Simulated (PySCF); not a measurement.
# PH3: relaxation and vibrations of the singlet

Aim: relax PH3 as a singlet from a PBE0 minimum start, check by its vibrations whether the end is a minimum, and collect its spectrum and constants.

Program: PySCF 2.14.0. Level of theory: PBE0, basis P def2-TZVP, H def2-TZVP, no relativity, density fitting. These are calculated values, not measurements.

### 1 Where the work starts

4 atoms, charge 0, spin multiplicity 1.

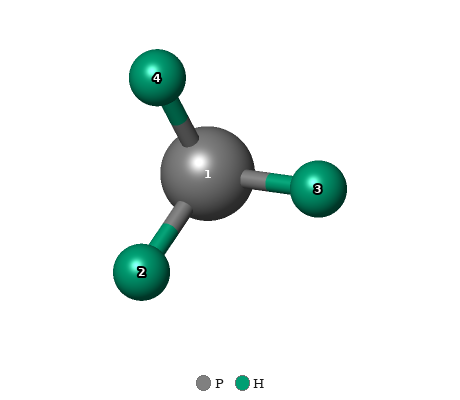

The starting geometry (phosphorus grey, hydrogen teal); atoms are numbered from 1 in the order of the file.

Coordinates in bohr (charge 0 multiplicity 1):
```
P     0.0000    0.0000   -0.1301
H     2.2493   -0.0001    1.3330
H    -1.1246    1.9479    1.3330
H    -1.1247   -1.9479    1.3330
```

### 2 Finding the electronic state

One driver script runs all steps and calls PySCF; scf.py shows how it sets up the SCF of each step. The optimiser is the driver's own. After this first run the driver tries any further starts and a stability analysis.

Contents of scf.py:

```python
from pyscf import gto, scf, dft
mol = gto.M(atom='''
P      0.000000     0.000000    -0.068855
H      1.190255    -0.000027     0.705378
H     -0.595105     1.030805     0.705378
H     -0.595151    -1.030778     0.705378''',
    basis={'P': 'def2-TZVP', 'H': 'def2-TZVP'},
    charge=0, spin=0)
mf = dft.RKS(mol, xc='PBE0')
mf.grids.atom_grid = (50, 194)
aux = {'P': 'def2-universal-JKFIT', 'H': 'def2-universal-JKFIT'}
mf = mf.density_fit(auxbasis=aux)
mf.conv_tol = 1e-08
mf.diis_space = 10
mf.max_cycle = 60
mf.init_guess = 'minao'
mf.verbose = 4
mf.kernel()
```

Run with:

```
OMP_NUM_THREADS=2 python axn.py task.json out
```

The program printed:

```text
init E= -342.829298646323
  HOMO = -0.300212091012924  LUMO = -0.00914393938637999  gap/eV = 7.92037
cycle= 1 E= -343.013365342337  delta_E= -0.184  |g|= 0.0981  |ddm|= 1.17
  HOMO = -0.273807872791865  LUMO = 0.0369702378039278  gap/eV = 8.45670
cycle= 2 E= -343.01498338442  delta_E= -0.00162  |g|= 0.0554  |ddm|= 0.18
  HOMO = -0.291528820490791  LUMO = 0.0270655050291769  gap/eV = 8.66939
cycle= 3 E= -343.015998683088  delta_E= -0.00102  |g|= 0.0191  |ddm|= 0.0852
  HOMO = -0.288658364435308  LUMO = 0.0287351197641097  gap/eV = 8.63672
cycle= 4 E= -343.01606739018  delta_E= -6.87e-05  |g|= 0.00161  |ddm|= 0.0162
  HOMO = -0.288862566626863  LUMO = 0.0287142436568141  gap/eV = 8.64171
cycle= 5 E= -343.016067992659  delta_E= -6.02e-07  |g|= 0.000272  |ddm|= 0.00178
  HOMO = -0.28886580295762  LUMO = 0.0286965551813044  gap/eV = 8.64131
cycle= 6 E= -343.016068014564  delta_E= -2.19e-08  |g|= 5.09e-05  |ddm|= 0.000265
  HOMO = -0.288865047638623  LUMO = 0.028697891135041  gap/eV = 8.64133
cycle= 7 E= -343.016068015448  delta_E= -8.84e-10  |g|= 2e-06  |ddm|= 4.56e-05
  HOMO = -0.288865359336986  LUMO = 0.0286979408857156  gap/eV = 8.64134
Extra cycle  E= -343.016068015451  delta_E= -3.01e-12  |g|= 6.56e-07  |ddm|= 3.88e-06
converged SCF energy = -343.016068015451
```

This step, with its further starts and checks, needed 1.7 s of wall time on 2 threads of Arm Neoverse N1, shared host.

No lower closed-shell solution turned up in the test of internal stability.

### 3 Relaxing the singlet from the PBE0 minimum start

The program finds C3v symmetry in the start, which this walk keeps. Threshold on the gradient: 0.0003 Eh/bohr, with a further test on the energy change.

Edit scf.py of step 2 so:

```diff
@@ -16 +15,0 @@
-mf.init_guess = 'minao'
```

The optimiser's trace:

```csv
step,energy (Eh),change (kJ/mol),largest symmetric gradient (Eh/bohr)
0,-343.016068,0.00,0.00002
```

The walk took 0.5 s.

Geometry (Å) and forces (eV/Å) at some steps:

```
step 0
P    0.000   0.000  -0.069   0.000   0.000   0.001
H    1.190   0.000   0.705  -0.001   0.000  -0.001
H   -0.595   1.031   0.705   0.000  -0.001   0.000
H   -0.595  -1.031   0.705   0.000   0.001   0.000
```

End point (C3v, 0 steps, 0.0 kJ/mol gained): P–H 1.420 Å (×3); H–P–H 93.1° (×3).

### 4 Vibrations and properties at this point

On the finer grid the gradient is checked again; gradients at displacements of ±0.02 bohr then give force constants and infrared intensities.

Edit scf.py of step 3 so:

```diff
@@ -10 +10 @@
-mf.grids.atom_grid = (50, 194)
+mf.grids.atom_grid = (75, 302)
@@ -13 +13 @@
-mf.conv_tol = 1e-08
+mf.conv_tol = 1e-10
```

The driver hands on the density of the step before, so the log starts near convergence.

Log of the central SCF (cycles and frontier levels):

```text
init E= -343.016070246519
  HOMO = -0.288868050209468  LUMO = 0.0287038747473758  gap/eV = 8.64157
cycle= 1 E= -343.016070246521  delta_E= -2.56e-12  |g|= 5.3e-06  |ddm|= 1.14e-05
  HOMO = -0.288869699073064  LUMO = 0.028702916493429  gap/eV = 8.64159
Extra cycle  E= -343.016070246523  delta_E= -2.05e-12  |g|= 4.37e-06  |ddm|= 9.29e-06
converged SCF energy = -343.016070246523
```

The whole step took 9.2 s.

Geometry: C3v; P–H 1.420 Å (×3); H–P–H 93.1° (×3).

Modes, for the most abundant isotopes:

```
symmetry  ω (cm⁻¹)  IR (km/mol)  μ (u)     type
      a1      1004         15.2   1.07     bend
       e      1135         18.9   1.03     bend
      a1      2410         26.0   1.03  stretch
       e      2423          109   1.04  stretch
```

All wavenumbers are real: a minimum.

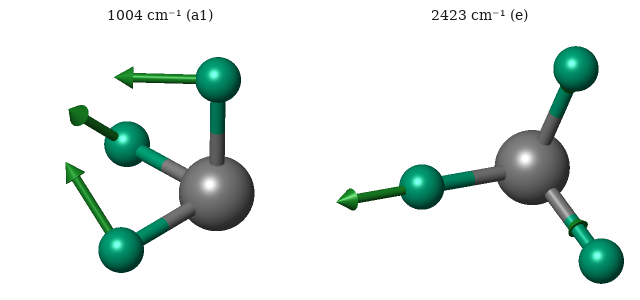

How the atoms move in 2 of the modes.

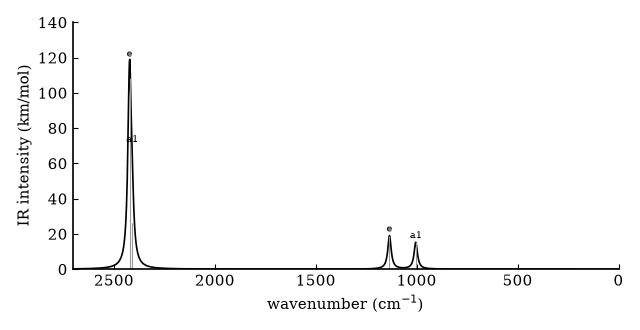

The harmonic infrared spectrum (widths in cm⁻¹). Lines are broadened to a width of 20 cm⁻¹ (Lorentzian).

Constants and moments:

| Quantity | Value |
| --- | --- |
| Dipole moment | 0.70 D |
| Highest occupied level | -7.86 eV |
| Lowest empty level | 0.78 eV |
| Rotational constants | 4.445, 4.445, 3.936 cm⁻¹ |
| Zero-point energy | 63.0 kJ/mol |
| Principal polarisabilities | 25.5, 26.7, 26.7 bohr³ |
| Atomisation energy without zero-point energy | 992 kJ/mol |
| Principal traceless quadrupole moments about the centre of mass | -2.12, 1.06, 1.06 D Å |
| Entropy at 298.15 K and 1 bar | 210.2 J/(mol K) |
| Heat capacity Cp at 298.15 K | 36.9 J/(mol K) |
| Enthalpy at 298.15 K above 0 K | 10.13 kJ/mol |
| Rotational symmetry number | 3 |

Charges (e) and bond orders:

```json
{"atom": "P1", "Mulliken": "-0.26", "Löwdin": "-0.01", "polar tensor": "0.26", "Mayer order to P1": "–"}
{"atom": "H2,3,4", "Mulliken": "0.09", "Löwdin": "0.00", "polar tensor": "-0.09", "Mayer order to P1": "0.97"}
```

Mulliken populations on P1: s 5.74, p 9.35, d 0.16, f 0.01.

### 5 Summary of results

| quantity | value |
| --- | --- |
| minimum | singlet, C3v |
| geometry | P–H 1.420 Å (×3); H–P–H 93.1° (×3) |
| wavenumbers (cm⁻¹) | 1004 (a1), 1135 (e), 2410 (a1), 2423 (e) |
| dipole moment | 0.70 D |
| highest occupied, lowest empty level | -7.86, 0.78 eV |
| polar-tensor charge of P1 | +0.26 e |
| zero-point energy | 63.0 kJ/mol |
| entropy at 298.15 K | 210.2 J/(mol K) |
| atomisation energy (no zero-point energy) | 992 kJ/mol |

The PBE0 minimum start keeps its C3v symmetry and ends in a minimum. The strongest infrared band lies at 2423 cm⁻¹ (e, stretch). Only this shape and spin were tried, so other structures or states may lie lower.

The search up to here took 12 s.
